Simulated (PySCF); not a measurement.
Molecule: SMILES CO[Si](C)(C)[GeH3] (C₃H₁₂GeOSi). Atoms near the plane z = 0.0 Å, at the GFN2-xTB optimised geometry (x, y, z in Å): Si3 (-0.6, -0.7, 0.0), C5 (-1.3, 1.1, 0.0), Ge6 (1.8, -0.7, 0.0), H13 (-2.4, 1.1, 0.0), H14 (-1.0, 1.6, -0.9), H15 (-1.0, 1.6, 0.9), H17 (2.4, 0.6, -0.4), H18 (2.4, -1.6, -1.0).

Level of theory: PBE0/def2-SVP run with PySCF. Cells within 0.4 Å of a nucleus heavier than hydrogen are left out (blank, or x). The values are rescaled to run from 0 to 1.

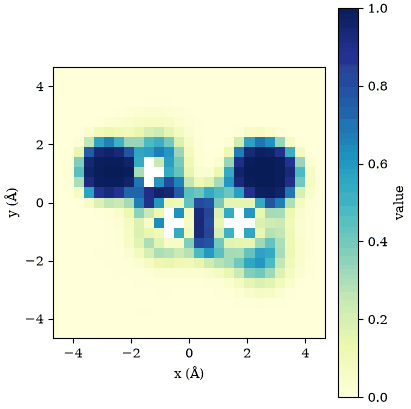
*a field on the plane z = 0.0 Å.*

Q: Which quantity is mapped?
A. log10 of the electron density
B. electron localisation function
C. Laplacian of the electron density
D. an orbital amplitude

A: B, electron localisation function
